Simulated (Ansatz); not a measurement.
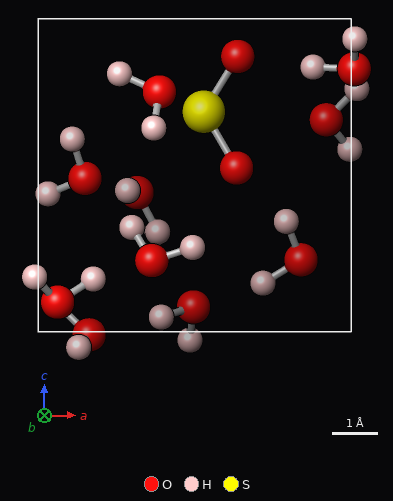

Starting frame of a dynamics run of a periodic cell with 10 H2O + 1 SO2 at 1.205 g/cm³. The picture is a ball-and-stick view of the simulation cell, seen along the b axis.

Computed with Ansatz, DFT PBE, scalar-relativistic, plane waves, PAW.

Input file:
```yaml
crystal:
  lattice:
    - [6.956189, 0.0, 0.0]
    - [0.0, 6.956189, 0.0]
    - [0.0, 0.0, 6.956189]
  atoms:
    - { symbol: O, position: [0.15860021, 0.72459319, -0.01415655] }
    - { symbol: H, position: [0.05850961, 0.75549305, 0.08138774] }
    - { symbol: H, position: [0.12527496, 0.59164819, -0.05414976] }
    - { symbol: O, position: [0.38341717, 0.14528268, 0.76239195] }
    - { symbol: H, position: [0.36533343, 0.06357642, 0.64691677] }
    - { symbol: H, position: [0.25567348, 0.1531905, 0.82038852] }
    - { symbol: O, position: [0.1454297, 0.51399603, 0.48604015] }
    - { symbol: H, position: [0.02707877, 0.57180426, 0.43658846] }
    - { symbol: H, position: [0.10476086, 0.45762477, 0.61166247] }
    - { symbol: O, position: [0.49237308, 0.91632305, 1.07505885] }
    - { symbol: H, position: [0.48105592, 1.01128974, 0.96912904] }
    - { symbol: H, position: [0.38929124, 0.82307597, 1.0426896] }
    - { symbol: O, position: [0.83620348, 0.81885577, 0.22570231] }
    - { symbol: H, position: [0.78887973, 0.76189622, 0.34852597] }
    - { symbol: H, position: [0.71438809, 0.84225637, 0.1512143] }
    - { symbol: O, position: [0.31190633, 0.92147812, 0.44089621] }
    - { symbol: H, position: [0.37797279, 0.94028924, 0.31491915] }
    - { symbol: H, position: [0.28149176, 0.78328408, 0.44714964] }
    - { symbol: O, position: [0.91689332, 0.86055032, 0.67337118] }
    - { symbol: H, position: [1.01448186, 0.82480399, 0.77269668] }
    - { symbol: H, position: [0.9919535, 0.93451606, 0.57893703] }
    - { symbol: O, position: [0.05799431, 0.13426959, 0.09056268] }
    - { symbol: H, position: [0.17182769, 0.17898561, 0.1644498] }
    - { symbol: H, position: [-0.01552501, 0.04477973, 0.17062552] }
    - { symbol: O, position: [1.00621998, 0.40038902, 0.83616242] }
    - { symbol: H, position: [1.00798327, 0.29248526, 0.93188733] }
    - { symbol: H, position: [0.87438672, 0.45011006, 0.84187757] }
    - { symbol: O, position: [0.35911424, 0.32613323, 0.22321934] }
    - { symbol: H, position: [0.29520834, 0.39620215, 0.32923579] }
    - { symbol: H, position: [0.4893751, 0.3006701, 0.26504811] }
    - { symbol: S, position: [0.52523923, 0.55871259, 0.69918343] }
    - { symbol: O, position: [0.63382826, 0.52945816, 0.87580496] }
    - { symbol: O, position: [0.63018806, 0.53489776, 0.51927504] }
basis:
  ecutwfc: 420.0
kpoints:
  mp_grid: { grid: [1, 1, 1] }
hamiltonian:
  xc: pbe
scf:
  occupations: { method: fermi_dirac, width: 0.02 }
  lower_state_search: "off"
md:
  timestep: 0.5
  n_steps: 300
  ensemble: nvt_langevin
  temperature: 400.0
  initial_velocities: maxwell_boltzmann
  seed: 166357
  friction: 0.02
  masses: [{ species: H, mass: 2.014 }]
```

Run as
```bash
ansatz run input.yaml --threads 1 --pin off --max-ram 3072MiB --backend cpu --events-out ev --progress --plain --runs-dir out
```

> Predict how the run goes.

The mean temperature in the second half is 373 K (standard deviation 33 K). The potential energy in the second half lies on average 39.1 meV per atom above the first frame. In the second half of the run the atoms are, in the root-mean-square, this far from where they began (common drift taken out): H 0.56 Å, O 0.48 Å, S 0.28 Å. The heavy atoms stay within a fraction of a molecule's size of their starting places; so short a run doesn't tell a liquid from a solid.

Along the run (each row but the first and the last is the mean over the interval that it begins):

| time (fs) | potential energy (meV/atom) | T (K) |
| --- | --- | --- |
| 0.0 | 0.0 | 388 |
| 25.0 | 39.4 | 338 |
| 50.0 | 36.1 | 389 |
| 75.0 | 36.3 | 363 |
| 100.0 | 42.4 | 384 |
| 125.0 | 38.4 | 374 |
| 150.0 | 41.6 | 291 |

The paths of the atoms:

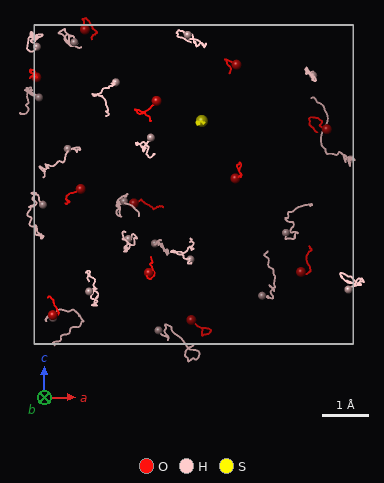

Limits of the set-up: masses were changed (H 2.014 u), which shifts the vibrations; the periodic images lie only 7.0 Å apart, so the values are limited by the cell's size.
